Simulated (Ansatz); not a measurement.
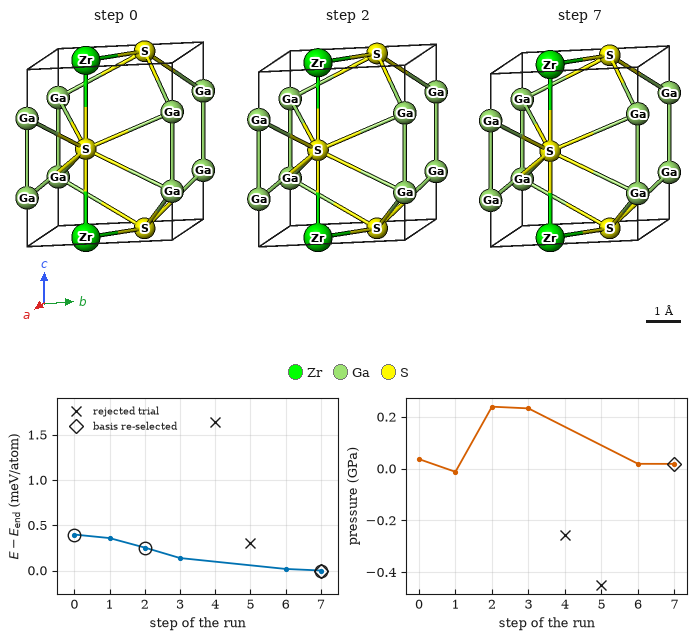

Frames of a relaxation of solid ZrGa2S2 (a generated structure, set up in P-6m2), marked on the history of the run. Style: ball-and-stick. Shown: the cell of the calculation, slightly off an axis.

The calculation used Ansatz 0.2.0, DFT PBE, scalar-relativistic, plane waves, PAW. Set-up: plane-wave cutoff 420 eV; k-point mesh 12 × 12 × 8; occupations gaussian; smearing width 0.1 eV; no spin polarisation; cell and atoms relaxed; force threshold 0.01 eV/Å; at most 80 steps.

### Describe the path.

The largest moves relative to the cell, 0.031 Å, are those of Ga atoms. S and Zr stay in place. Cell: a = b 4.615 → 4.680 Å (+1.4 %), c 5.403 → 5.280 Å (−2.3 %). Volume +0.5 %. Near-neighbour distances that change, for instance: S–Zr 2.701 → 2.640 Å, S–Zr 2.664 → 2.702 Å, Ga–S 2.926 → 2.962 Å, Ga–Ga 2.421 → 2.428 Å. The space group stays P-6m2 (No. 187). After 4 accepted moves (7 points after the start) the energy has fallen by 0.4 meV per atom. The largest force component goes from 0.0068 to 0.0073 eV/Å. The pressure goes from 0.04 to 0.02 GPa. The line search rejected the trial steps at points 4, 5 of the run. At 1 point the geometry stayed and the basis and grid were re-selected for the new cell (energy shift of less than 0.05 meV per atom at most each time). Cost: 4.2 min on 1 thread of Arm Neoverse V2 (shared host), peak memory 0.52 GiB. From step 0 to 2: Ga atoms move most (0.02 Å), energy −0.1 meV per atom. From step 2 to 7: volume +0.6 %, energy −0.3 meV per atom.
